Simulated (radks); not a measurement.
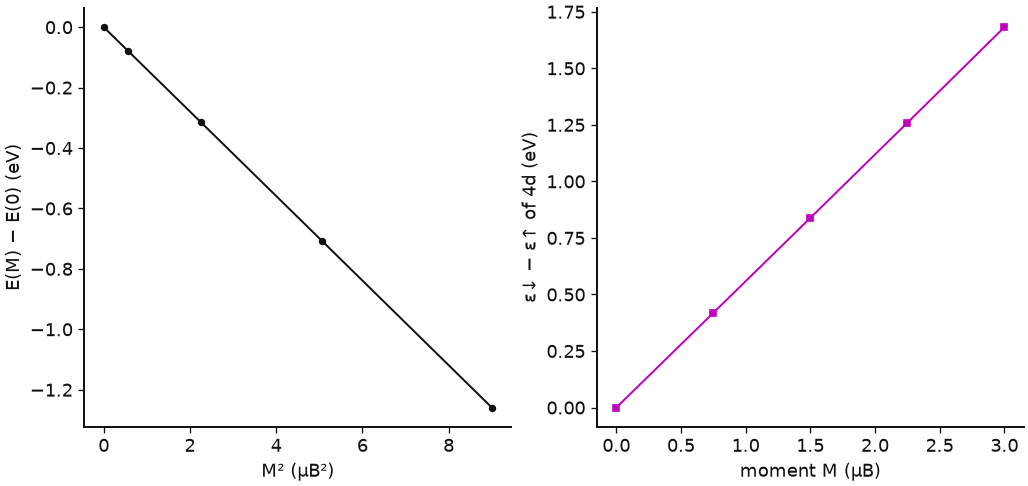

For Ru in [Kr] 4d7 5s1, the spin moment of the 4d shell is fixed at a series of values. All numbers are computed, not measured: non-relativistic Kohn-Sham, LDA (Slater exchange, Perdew-Wang correlation), spin-polarised, spherical densities, point nucleus (the in-house radial solver radks). The plot shows the energy and the exchange splitting.

> Describe both curves.

The energy falls with the moment, to −1.26 eV at M = 3 μB, the largest moment run, in line with Hund's first rule (at fractional spins the functional's fractional-spin error adds to the fall). A fit E = −I M²/4 gives an exchange integral I of about 0.56 eV, and the exchange splitting grows nearly in proportion to M, to 1.68 eV (0.56 eV per μB).
